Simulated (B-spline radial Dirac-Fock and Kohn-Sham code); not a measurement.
Hafnium in charge state +1 (Hf⁺). Computed with a B-spline radial code: a Dirac–Hartree–Slater potential; 1 + βP₂(cos θ) + (δ + γ cos²θ) sin θ cos φ with E1 and E1–E2 terms. Open shells are averaged over j.

Before looking at the plot, say what to expect. Its caption: Angular distribution of photoelectrons from M1 (3s) in the plane of the polarisation E (up) and the photon direction k (right), relative to an isotropic one.

At 6.00 keV, β = 1.951, γ = 0.033 and δ = −0.002. At 7.99 keV, β = 1.956, γ = −0.132 and δ = −0.002. At 7.99 keV the emission 45° forward of E is 0.94 times that 45° backward, and the lobe peaks 0° from E.

The computed plot:

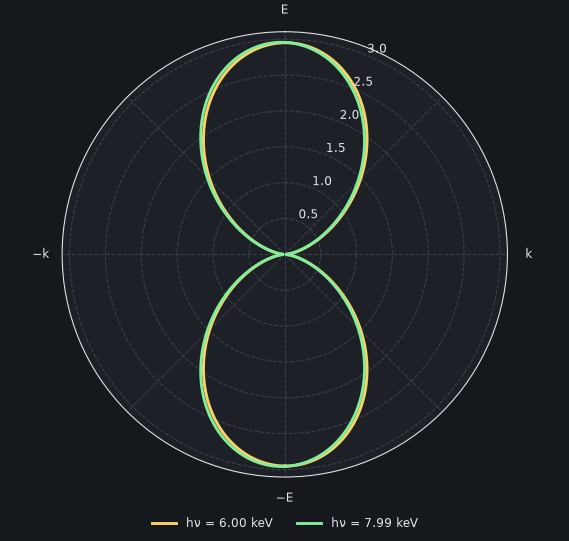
